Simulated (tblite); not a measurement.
# Run report: BSi$_{2}$H$_{5}$, geometry relaxation (part 2 of 2)

BSi$_{2}$H$_{5}$, multiplicity 3, SMILES B[Si][SiH3]; GFN2-xTB geometry optimisation, gas phase (tblite 0.8.0). 

Geometry of the input (Å):
```
B  1.9127  -0.1836  0.2835
Si 0.2285  -0.3767  1.2386
Si -1.4531  0.1147  -0.1125
H  2.6230  -1.1000  0.1424
H  2.1935  0.8639  -0.1726
H  -1.3244  1.5044  -0.5860
H  -1.4432  -0.7889  -1.2742
H  -2.7280  -0.0244  0.6116
```

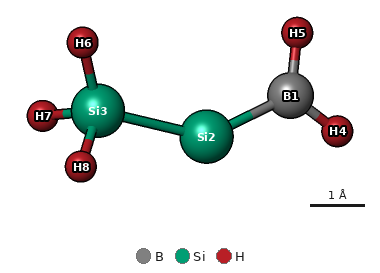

Figure 1. The geometry at step 60 of the log (ball-and-stick view, seen at a tilt; atoms are numbered from 1 in the order of the input).

Trajectory as extended XYZ, continued:
```
8
Properties=species:S:1:pos:R:3:forces:R:3 step=36 energy=-193.92367
B     2.2010   -0.2600    0.3486    0.0240   0.0270  -0.0370
Si    0.3548   -0.6381    0.5825    0.0150   0.0160   0.0040
Si   -1.6388    0.1615   -0.1957   -0.0010  -0.0020   0.0010
H     3.0560   -0.8063    0.9373   -0.0040  -0.0530   0.0240
H     2.5170    0.5764   -0.4197    0.0060   0.0170   0.0100
H    -1.7137    1.5849   -0.5774   -0.0370  -0.0220   0.0040
H    -2.0962   -0.5784   -1.3844    0.0000  -0.0060  -0.0030
H    -2.6711   -0.0306    0.8398   -0.0040   0.0240  -0.0040
8
Properties=species:S:1:pos:R:3:forces:R:3 step=38 energy=-193.92417
B     2.2025   -0.2608    0.3460   -0.0020   0.0060   0.0060
Si    0.3543   -0.6342    0.5896    0.0400   0.0270  -0.0200
Si   -1.6391    0.1640   -0.1950    0.0050  -0.0520   0.0010
H     3.0578   -0.8144    0.9308   -0.0270  -0.0290  -0.0030
H     2.5155    0.5822   -0.4160    0.0130   0.0080   0.0080
H    -1.7162    1.5850   -0.5777   -0.0380   0.0010  -0.0100
H    -2.0904   -0.5845   -1.3834    0.0110   0.0180   0.0210
H    -2.6754   -0.0279    0.8366   -0.0020   0.0220  -0.0020
8
Properties=species:S:1:pos:R:3:forces:R:3 step=39 energy=-193.92463
B     2.2053   -0.2600    0.3450   -0.0160  -0.0170   0.0360
Si    0.3557   -0.6283    0.5919    0.0420   0.0250  -0.0320
Si   -1.6397    0.1640   -0.1955    0.0080  -0.0670   0.0000
H     3.0576   -0.8223    0.9285   -0.0390  -0.0040  -0.0250
H     2.5178    0.5860   -0.4132    0.0270   0.0060   0.0050
H    -1.7204    1.5840   -0.5781   -0.0360   0.0150  -0.0200
H    -2.0907   -0.5876   -1.3830    0.0190   0.0270   0.0330
H    -2.6766   -0.0264    0.8354   -0.0050   0.0160   0.0040
8
Properties=species:S:1:pos:R:3:forces:R:3 step=41 energy=-193.92562
B     2.2136   -0.2572    0.3467   -0.0220  -0.0230   0.0390
Si    0.3619   -0.6107    0.5892   -0.0010  -0.0090  -0.0280
Si   -1.6413    0.1604   -0.1979    0.0040  -0.0170   0.0030
H     3.0554   -0.8396    0.9270   -0.0330   0.0270  -0.0410
H     2.5297    0.5915   -0.4067    0.0580  -0.0010   0.0090
H    -1.7335    1.5807   -0.5801   -0.0270   0.0110  -0.0270
H    -2.1005   -0.5903   -1.3820    0.0290   0.0130   0.0250
H    -2.6763   -0.0253    0.8348   -0.0090  -0.0010   0.0210
8
Properties=species:S:1:pos:R:3:forces:R:3 step=42 energy=-193.92592
B     2.2158   -0.2567    0.3485   -0.0140   0.0000   0.0100
Si    0.3639   -0.6056    0.5862   -0.0220  -0.0250  -0.0180
Si   -1.6417    0.1588   -0.1986   -0.0050   0.0220   0.0090
H     3.0547   -0.8434    0.9266   -0.0170   0.0180  -0.0270
H     2.5349    0.5918   -0.4046    0.0590  -0.0070   0.0160
H    -1.7383    1.5798   -0.5815   -0.0230  -0.0010  -0.0230
H    -2.1043   -0.5899   -1.3811    0.0270  -0.0020   0.0100
H    -2.6760   -0.0254    0.8354   -0.0050  -0.0050   0.0230
8
Properties=species:S:1:pos:R:3:forces:R:3 step=44 energy=-193.92673
B     2.2195   -0.2562    0.3518    0.0050   0.0520  -0.0560
Si    0.3665   -0.5971    0.5789   -0.0440  -0.0420   0.0000
Si   -1.6437    0.1579   -0.1988   -0.0280   0.0850   0.0290
H     3.0540   -0.8512    0.9230    0.0110  -0.0150   0.0130
H     2.5506    0.5927   -0.3977    0.0370  -0.0170   0.0310
H    -1.7525    1.5787   -0.5865   -0.0130  -0.0190  -0.0140
H    -2.1079   -0.5908   -1.3777    0.0180  -0.0320  -0.0200
H    -2.6775   -0.0245    0.8378    0.0140  -0.0110   0.0160
8
Properties=species:S:1:pos:R:3:forces:R:3 step=45 energy=-193.92763
B     2.2235   -0.2554    0.3534    0.0190   0.0720  -0.0870
Si    0.3682   -0.5889    0.5720   -0.0430  -0.0410   0.0030
Si   -1.6471    0.1592   -0.1979   -0.0410   0.1110   0.0420
H     3.0533   -0.8620    0.9175    0.0170  -0.0350   0.0370
H     2.5696    0.5954   -0.3886    0.0080  -0.0200   0.0390
H    -1.7704    1.5776   -0.5927   -0.0050  -0.0210  -0.0100
H    -2.1075   -0.5947   -1.3737    0.0120  -0.0480  -0.0310
H    -2.6805   -0.0218    0.8410    0.0330  -0.0170   0.0070
8
Properties=species:S:1:pos:R:3:forces:R:3 step=47 energy=-193.92951
B     2.2322   -0.2518    0.3515    0.0290   0.0140  -0.0490
Si    0.3702   -0.5719    0.5593   -0.0040  -0.0010  -0.0220
Si   -1.6569    0.1672   -0.1939   -0.0240   0.0630   0.0260
H     3.0489   -0.8917    0.9021   -0.0190  -0.0250   0.0350
H     2.6127    0.6056   -0.3646   -0.0450   0.0000   0.0250
H    -1.8132    1.5755   -0.6068    0.0060   0.0110  -0.0190
H    -2.0970   -0.6106   -1.3654    0.0080  -0.0310   0.0070
H    -2.6879   -0.0129    0.8488    0.0480  -0.0330  -0.0030
8
Properties=species:S:1:pos:R:3:forces:R:3 step=48 energy=-193.92990
B     2.2335   -0.2508    0.3491    0.0140  -0.0260  -0.0090
Si    0.3702   -0.5700    0.5565    0.0080   0.0140  -0.0330
Si   -1.6591    0.1698   -0.1932   -0.0050   0.0200   0.0030
H     3.0460   -0.8961    0.9017   -0.0270  -0.0120   0.0220
H     2.6195    0.6074   -0.3607   -0.0430   0.0190   0.0070
H    -1.8193    1.5754   -0.6088    0.0030   0.0300  -0.0250
H    -2.0949   -0.6141   -1.3649    0.0120  -0.0120   0.0340
H    -2.6869   -0.0122    0.8512    0.0380  -0.0330   0.0010
8
Properties=species:S:1:pos:R:3:forces:R:3 step=50 energy=-193.93075
B     2.2369   -0.2508    0.3444   -0.0170  -0.0710   0.0530
Si    0.3709   -0.5645    0.5451    0.0180   0.0230  -0.0420
Si   -1.6633    0.1744   -0.1942    0.0390  -0.0350  -0.0370
H     3.0386   -0.9020    0.9086   -0.0300   0.0090  -0.0090
H     2.6307    0.6098   -0.3551   -0.0240   0.0380  -0.0160
H    -1.8288    1.5773   -0.6127   -0.0100   0.0430  -0.0270
H    -2.0974   -0.6190   -1.3635    0.0150   0.0180   0.0650
H    -2.6785   -0.0158    0.8583    0.0090  -0.0250   0.0150
8
Properties=species:S:1:pos:R:3:forces:R:3 step=51 energy=-193.93150
B     2.2409   -0.2522    0.3416   -0.0300  -0.0670   0.0690
Si    0.3722   -0.5567    0.5312    0.0190   0.0160  -0.0350
Si   -1.6672    0.1790   -0.1954    0.0670  -0.0420  -0.0540
H     3.0322   -0.9099    0.9136   -0.0240   0.0170  -0.0250
H     2.6427    0.6126   -0.3477   -0.0130   0.0320  -0.0180
H    -1.8415    1.5800   -0.6185   -0.0200   0.0330  -0.0210
H    -2.0994   -0.6240   -1.3590    0.0090   0.0250   0.0620
H    -2.6709   -0.0196    0.8651   -0.0080  -0.0140   0.0220
8
Properties=species:S:1:pos:R:3:forces:R:3 step=53 energy=-193.93260
B     2.2476   -0.2557    0.3412   -0.0220   0.0040   0.0230
Si    0.3757   -0.5403    0.5070    0.0070  -0.0150   0.0010
Si   -1.6709    0.1876   -0.1966    0.0550   0.0090  -0.0300
H     3.0238   -0.9278    0.9138    0.0040   0.0000  -0.0170
H     2.6632    0.6188   -0.3309   -0.0090  -0.0010   0.0070
H    -1.8694    1.5843   -0.6325   -0.0240  -0.0040  -0.0010
H    -2.0985   -0.6328   -1.3453   -0.0140  -0.0010   0.0030
H    -2.6624   -0.0246    0.8743    0.0030   0.0090   0.0140
8
Properties=species:S:1:pos:R:3:forces:R:3 step=54 energy=-193.93276
B     2.2484   -0.2557    0.3427   -0.0100   0.0190   0.0020
Si    0.3765   -0.5376    0.5050    0.0020  -0.0220   0.0110
Si   -1.6700    0.1890   -0.1966    0.0290   0.0200  -0.0120
H     3.0238   -0.9323    0.9102    0.0090  -0.0060  -0.0080
H     2.6656    0.6202   -0.3273   -0.0110  -0.0060   0.0140
H    -1.8750    1.5843   -0.6353   -0.0200  -0.0060   0.0010
H    -2.0971   -0.6343   -1.3421   -0.0170  -0.0110  -0.0140
H    -2.6632   -0.0242    0.8743    0.0190   0.0120   0.0060
8
Properties=species:S:1:pos:R:3:forces:R:3 step=56 energy=-193.93299
B     2.2487   -0.2548    0.3452    0.0070   0.0080  -0.0070
Si    0.3774   -0.5365    0.5055   -0.0040  -0.0210   0.0150
Si   -1.6672    0.1920   -0.1964   -0.0170   0.0030   0.0030
H     3.0246   -0.9387    0.9032    0.0070  -0.0030  -0.0020
H     2.6665    0.6226   -0.3222   -0.0110   0.0020   0.0150
H    -1.8827    1.5838   -0.6393   -0.0130   0.0050  -0.0030
H    -2.0943   -0.6368   -1.3384   -0.0110  -0.0090  -0.0160
H    -2.6641   -0.0222    0.8733    0.0410   0.0160  -0.0050
8
Properties=species:S:1:pos:R:3:forces:R:3 step=57 energy=-193.93315
B     2.2487   -0.2544    0.3460    0.0130  -0.0100  -0.0010
Si    0.3777   -0.5375    0.5054   -0.0060  -0.0150   0.0130
Si   -1.6654    0.1943   -0.1969   -0.0360  -0.0170   0.0020
H     3.0247   -0.9415    0.9007    0.0040   0.0040  -0.0040
H     2.6663    0.6240   -0.3193   -0.0080   0.0110   0.0110
H    -1.8874    1.5841   -0.6415   -0.0080   0.0110  -0.0050
H    -2.0937   -0.6383   -1.3368   -0.0040  -0.0010  -0.0100
H    -2.6619   -0.0212    0.8735    0.0450   0.0180  -0.0060
8
Properties=species:S:1:pos:R:3:forces:R:3 step=59 energy=-193.93359
B     2.2489   -0.2551    0.3473    0.0140  -0.0410   0.0190
Si    0.3780   -0.5424    0.4997   -0.0030   0.0020   0.0000
Si   -1.6625    0.1988   -0.2016   -0.0420  -0.0440  -0.0100
H     3.0242   -0.9445    0.9016   -0.0030   0.0160  -0.0150
H     2.6663    0.6264   -0.3126   -0.0010   0.0240   0.0040
H    -1.9002    1.5863   -0.6461    0.0040   0.0050  -0.0110
H    -2.0983   -0.6414   -1.3354    0.0070   0.0200   0.0060
H    -2.6474   -0.0187    0.8779    0.0240   0.0180   0.0060
8
Properties=species:S:1:pos:R:3:forces:R:3 step=60 energy=-193.93379
B     2.2497   -0.2563    0.3478    0.0110  -0.0320   0.0180
Si    0.3781   -0.5437    0.4943    0.0010   0.0060  -0.0070
Si   -1.6628    0.1995   -0.2051   -0.0260  -0.0310  -0.0100
H     3.0239   -0.9448    0.9047   -0.0040   0.0140  -0.0160
H     2.6683    0.6271   -0.3093   -0.0030   0.0170   0.0080
H    -1.9070    1.5874   -0.6475    0.0100  -0.0080  -0.0120
H    -2.1030   -0.6424   -1.3357    0.0050   0.0210   0.0050
H    -2.6381   -0.0173    0.8818    0.0050   0.0130   0.0150
8
Properties=species:S:1:pos:R:3:forces:R:3 step=62 energy=-193.93396
B     2.2515   -0.2580    0.3487    0.0020   0.0030  -0.0040
Si    0.3785   -0.5415    0.4877    0.0020  -0.0010  -0.0080
Si   -1.6650    0.1986   -0.2084    0.0020   0.0050   0.0040
H     3.0238   -0.9466    0.9062    0.0040  -0.0020  -0.0060
H     2.6733    0.6281   -0.3044   -0.0090   0.0040   0.0160
H    -1.9146    1.5871   -0.6493    0.0140  -0.0190  -0.0140
H    -2.1077   -0.6433   -1.3360   -0.0050   0.0060  -0.0090
H    -2.6308   -0.0151    0.8865   -0.0100   0.0040   0.0200
8
Properties=species:S:1:pos:R:3:forces:R:3 step=63 energy=-193.93402
B     2.2521   -0.2584    0.3492   -0.0050   0.0160  -0.0130
Si    0.3788   -0.5399    0.4865   -0.0010  -0.0060  -0.0070
Si   -1.6657    0.1983   -0.2087    0.0110   0.0140   0.0110
H     3.0239   -0.9484    0.9041    0.0110  -0.0130   0.0030
H     2.6746    0.6292   -0.3014   -0.0080   0.0050   0.0140
H    -1.9169    1.5860   -0.6508    0.0140  -0.0150  -0.0140
H    -2.1077   -0.6436   -1.3356   -0.0100  -0.0030  -0.0150
H    -2.6301   -0.0137    0.8876   -0.0120   0.0010   0.0210
8
Properties=species:S:1:pos:R:3:forces:R:3 step=65 energy=-193.93425
B     2.2543   -0.2585    0.3507   -0.0150   0.0270  -0.0220
Si    0.3799   -0.5340    0.4829   -0.0040  -0.0150  -0.0080
Si   -1.6672    0.1999   -0.2088    0.0090   0.0080   0.0230
H     3.0232   -0.9606    0.8928    0.0200  -0.0220   0.0150
H     2.6803    0.6367   -0.2865   -0.0050   0.0090   0.0100
H    -1.9281    1.5816   -0.6608    0.0140   0.0070  -0.0130
H    -2.1064   -0.6470   -1.3329   -0.0140  -0.0140  -0.0110
H    -2.6270   -0.0087    0.8934   -0.0040   0.0000   0.0060
8
Properties=species:S:1:pos:R:3:forces:R:3 step=66 energy=-193.93440
B     2.2546   -0.2585    0.3515   -0.0150   0.0170  -0.0140
Si    0.3800   -0.5332    0.4818   -0.0030  -0.0150  -0.0100
Si   -1.6670    0.2017   -0.2084    0.0020  -0.0070   0.0170
H     3.0232   -0.9679    0.8852    0.0160  -0.0160   0.0130
H     2.6804    0.6426   -0.2770    0.0000   0.0140   0.0060
H    -1.9332    1.5794   -0.6683    0.0140   0.0170  -0.0080
H    -2.1049   -0.6492   -1.3313   -0.0120  -0.0130   0.0020
H    -2.6240   -0.0054    0.8974   -0.0010   0.0030  -0.0050
8
Properties=species:S:1:pos:R:3:forces:R:3 step=68 energy=-193.93460
B     2.2516   -0.2591    0.3518   -0.0060  -0.0070   0.0050
Si    0.3783   -0.5417    0.4843    0.0020  -0.0110  -0.0130
Si   -1.6650    0.2023   -0.2073   -0.0020  -0.0190  -0.0060
H     3.0262   -0.9683    0.8796   -0.0020   0.0020  -0.0010
H     2.6691    0.6485   -0.2718    0.0100   0.0190   0.0010
H    -1.9271    1.5786   -0.6748    0.0130   0.0130   0.0060
H    -2.1037   -0.6487   -1.3315   -0.0100  -0.0070   0.0220
H    -2.6202   -0.0022    0.9005   -0.0050   0.0100  -0.0130
8
Properties=species:S:1:pos:R:3:forces:R:3 step=69 energy=-193.93468
B     2.2495   -0.2596    0.3518    0.0030  -0.0090   0.0080
Si    0.3772   -0.5477    0.4860    0.0040  -0.0100  -0.0130
Si   -1.6640    0.2009   -0.2070   -0.0010  -0.0110  -0.0120
H     3.0284   -0.9638    0.8812   -0.0110   0.0090  -0.0080
H     2.6619    0.6490   -0.2744    0.0100   0.0150   0.0050
H    -1.9193    1.5793   -0.6741    0.0120   0.0020   0.0110
H    -2.1047   -0.6469   -1.3328   -0.0100  -0.0070   0.0230
H    -2.6199   -0.0018    0.9003   -0.0070   0.0110  -0.0150
8
Properties=species:S:1:pos:R:3:forces:R:3 step=71 energy=-193.93487
B     2.2474   -0.2604    0.3524    0.0220   0.0080  -0.0030
Si    0.3762   -0.5569    0.4844    0.0070  -0.0110  -0.0080
Si   -1.6633    0.1978   -0.2075    0.0040   0.0210  -0.0080
H     3.0321   -0.9582    0.8829   -0.0260   0.0160  -0.0160
H     2.6536    0.6517   -0.2753    0.0040  -0.0090   0.0210
H    -1.9081    1.5800   -0.6735    0.0120  -0.0210   0.0180
H    -2.1093   -0.6455   -1.3330   -0.0160  -0.0160   0.0110
H    -2.6196    0.0010    0.9005   -0.0070   0.0110  -0.0160
8
Properties=species:S:1:pos:R:3:forces:R:3 step=72 energy=-193.93515
B     2.2466   -0.2608    0.3535    0.0360   0.0300  -0.0190
Si    0.3761   -0.5647    0.4782    0.0080  -0.0130  -0.0030
Si   -1.6632    0.1951   -0.2088    0.0080   0.0490   0.0030
H     3.0349   -0.9576    0.8806   -0.0350   0.0180  -0.0190
H     2.6496    0.6585   -0.2683   -0.0040  -0.0310   0.0370
H    -1.9011    1.5791   -0.6764    0.0130  -0.0370   0.0220
H    -2.1165   -0.6471   -1.3304   -0.0220  -0.0260  -0.0030
H    -2.6174    0.0068    0.9026   -0.0040   0.0090  -0.0180
8
Properties=species:S:1:pos:R:3:forces:R:3 step=74 energy=-193.93675
B     2.2463   -0.2590    0.3595    0.0560   0.1090  -0.0730
Si    0.3791   -0.6026    0.4297    0.0220  -0.0070   0.0070
Si   -1.6626    0.1847   -0.2188    0.0050   0.1020   0.0480
H     3.0422   -0.9689    0.8566   -0.0450   0.0140  -0.0170
H     2.6421    0.7060   -0.2040   -0.0400  -0.1120   0.0830
H    -1.8765    1.5688   -0.7032    0.0120  -0.0620   0.0220
H    -2.1668   -0.6651   -1.3090   -0.0310  -0.0470  -0.0370
H    -2.5949    0.0455    0.9201    0.0210   0.0030  -0.0330
8
Properties=species:S:1:pos:R:3:forces:R:3 step=75 energy=-193.93796
B     2.2462   -0.2551    0.3625    0.0340   0.1080  -0.0770
Si    0.3823   -0.6242    0.3985    0.0260   0.0040   0.0090
Si   -1.6610    0.1791   -0.2255   -0.0030   0.0750   0.0570
H     3.0430   -0.9757    0.8402   -0.0270   0.0030  -0.0080
H     2.6389    0.7333   -0.1607   -0.0450  -0.1110   0.0770
H    -1.8598    1.5605   -0.7186    0.0060  -0.0420   0.0060
H    -2.2016   -0.6771   -1.2939   -0.0190  -0.0360  -0.0360
H    -2.5790    0.0686    0.9284    0.0290  -0.0010  -0.0280
8
Properties=species:S:1:pos:R:3:forces:R:3 step=77 energy=-193.93990
B     2.2486   -0.2484    0.3639   -0.0340  -0.0080  -0.0140
Si    0.3892   -0.6363    0.3518   -0.0020   0.0130   0.0020
Si   -1.6598    0.1805   -0.2332   -0.0090  -0.0460   0.0070
H     3.0354   -0.9997    0.8044    0.0280  -0.0240   0.0120
H     2.6443    0.7676   -0.0808    0.0010   0.0220   0.0010
H    -1.8629    1.5465   -0.7519   -0.0050   0.0330  -0.0170
H    -2.2398   -0.6990   -1.2678    0.0130   0.0060   0.0050
H    -2.5461    0.0982    0.9446    0.0080   0.0040   0.0040
8
Properties=species:S:1:pos:R:3:forces:R:3 step=78 energy=-193.93913
B     2.2517   -0.2474    0.3659    0.0430   0.0580  -0.0130
Si    0.3937   -0.6420    0.3106    0.0170   0.0390  -0.0100
Si   -1.6613    0.1850   -0.2392   -0.0370  -0.0850  -0.0220
H     3.0331   -1.0366    0.7599   -0.0180   0.0740  -0.0330
H     2.6505    0.8091    0.0038   -0.0490  -0.1580   0.0540
H    -1.8834    1.5353   -0.7947    0.0000   0.0140   0.0070
H    -2.2611   -0.7249   -1.2426    0.0250   0.0480   0.0560
H    -2.5143    0.1308    0.9673    0.0190   0.0100  -0.0380
8
Properties=species:S:1:pos:R:3:forces:R:3 step=80 energy=-193.94036
B     2.2496   -0.2495    0.3649   -0.0270   0.0090  -0.0100
Si    0.3904   -0.6393    0.3353    0.0120   0.0090   0.0000
Si   -1.6611    0.1803   -0.2361   -0.0110  -0.0210  -0.0010
H     3.0379   -1.0111    0.7861    0.0140  -0.0160   0.0050
H     2.6441    0.7824   -0.0459   -0.0050   0.0000   0.0040
H    -1.8691    1.5424   -0.7686   -0.0010   0.0070  -0.0040
H    -2.2496   -0.7085   -1.2585    0.0090   0.0090   0.0140
H    -2.5332    0.1126    0.9538    0.0090   0.0020  -0.0090
8
Properties=species:S:1:pos:R:3:forces:R:3 step=81 energy=-193.94049
B     2.2493   -0.2491    0.3652   -0.0030   0.0000   0.0000
Si    0.3909   -0.6396    0.3308    0.0040   0.0050  -0.0010
Si   -1.6611    0.1808   -0.2367   -0.0030  -0.0140  -0.0050
H     3.0384   -1.0181    0.7748    0.0000   0.0050  -0.0040
H     2.6425    0.7897   -0.0299   -0.0030  -0.0090   0.0050
H    -1.8709    1.5403   -0.7759   -0.0010   0.0040  -0.0020
H    -2.2507   -0.7136   -1.2531    0.0040   0.0070   0.0100
H    -2.5293    0.1191    0.9557    0.0020   0.0010  -0.0030
8
Properties=species:S:1:pos:R:3:forces:R:3 step=83 energy=-193.94057
B     2.2493   -0.2487    0.3668    0.0020  -0.0020   0.0030
Si    0.3925   -0.6440    0.3166    0.0020   0.0010  -0.0020
Si   -1.6611    0.1799   -0.2396    0.0010  -0.0010  -0.0020
H     3.0400   -1.0246    0.7602   -0.0030   0.0070  -0.0030
H     2.6402    0.8003   -0.0022   -0.0010  -0.0050   0.0010
H    -1.8711    1.5362   -0.7875    0.0000  -0.0010   0.0000
H    -2.2616   -0.7201   -1.2438    0.0000   0.0020   0.0020
H    -2.5191    0.1304    0.9604    0.0000   0.0000   0.0000
```

Summary:

```csv
quantity,value
outcome,converged
total energy,−193.9406 eV
hardware,"1 CPU thread, shared host"
peak memory,0.18 GiB
```
